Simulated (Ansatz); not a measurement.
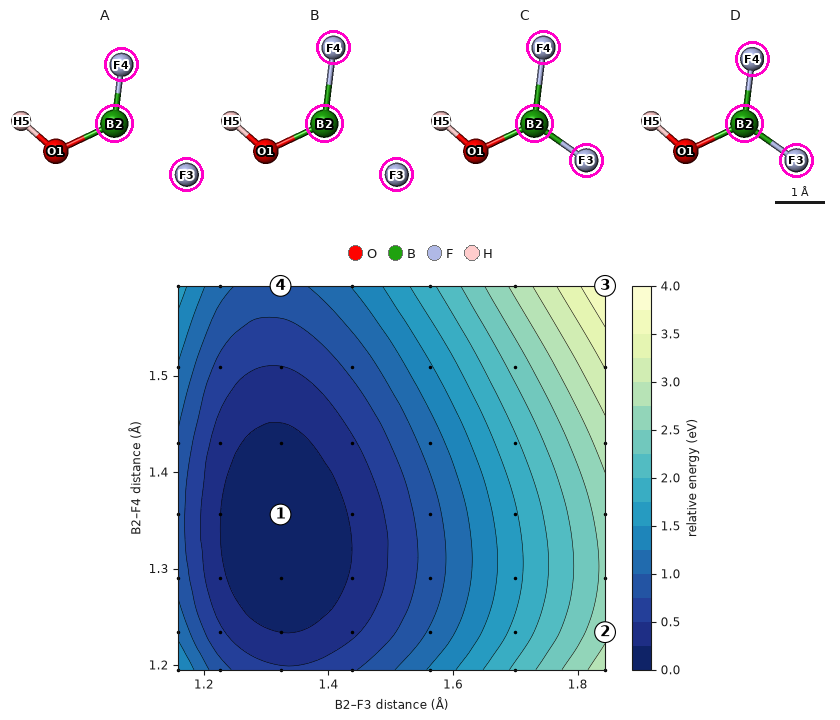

BHOF2: the B2–F3 distance and the B2–F4 distance are varied on a grid, with the rest of the molecule carried along rigidly. The map is interpolated between the computed points (dots). The frames are shuffled; each belongs to one numbered point. Style: ball-and-stick. Shown at a tilt. The ringed atoms are those of the scanned coordinates.

Computed with Ansatz: CCSD(T), basis def2-TZVPP, on geometries moved rigidly from the minimum at PBE0-D4/def2-TZVP. Coupled cluster with a frozen core. Energies are counted from the PBE0-D4/def2-TZVP minimum geometry at the same level.

Q: Which frame belongs to which numbered point?

A: Point 1 is frame D, at (1.323, 1.356) and 0.013 eV; 2 is frame A, at (1.844, 1.234) and 2.692 eV; 3 is frame B, at (1.844, 1.593) and 3.756 eV; 4 is frame C, at (1.323, 1.593) and 0.927 eV. In pairs of (B2–F3 distance (Å); B2–F4 distance (Å)): the lowest computed point lies at (1.323, 1.356) (0.013 eV), the highest at (1.844, 1.593) (3.756 eV).  Over the ranges scanned the energy rises more along the first axis, the B2–F3 distance.
